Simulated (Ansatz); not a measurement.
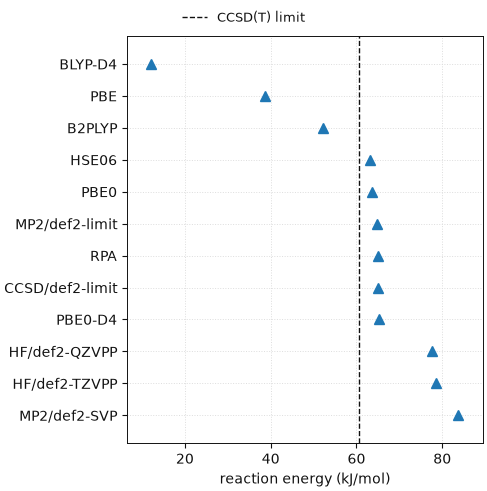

Electronic reaction energy of GeH₂Br₂ ([Br][GeH2][Br]) → GeBr₂ ([Br][Ge][Br]) [singlet] + H₂ ([H][H]) (SMILES in brackets) at several levels (functionals in def2-TZVPP unless a basis is named), isolated molecules at PBE0-D4 triple-zeta geometries, minima by their frequencies, no zero-point or thermal terms, the Ansatz code 0.2.0. The line is frozen-core CCSD(T) at the basis limit (MP2 extrapolated from triple and quadruple zeta, plus CCSD(T) less MP2 in a smaller set). B2PLYP and RPA hold a correlation term that converges slowly with the basis, so part of the distance to the limit is basis error. No dispersion term is added to PBE, B2PLYP, HSE06 and PBE0. The distance of MP2/def2-SVP to the limit includes basis error. The limit lies 15.7 kJ/mol from CCSD(T)/def2-TZVPP, so the line itself is uncertain by a part of that.

> Which level comes closest to the line (CCSD(T) limit), and which misses most?

Closest HSE06 (63.1 kJ/mol), against 60.5 kJ/mol; farthest BLYP-D4 (12.2 kJ/mol).

> What do zero-point energy and temperature add?

Zero-point change −16.3 kJ/mol; at 298.15 K and 1 bar the CCSD(T) limit plus thermal terms gives an enthalpy of reaction of 51.6 and a free energy of 14.3 kJ/mol (harmonic PBE0-D4 modes, ideal gas).

Note: no scalar relativity up to krypton; outer-core shells are correlated without core-valence functions, which makes the correlated values less sure.
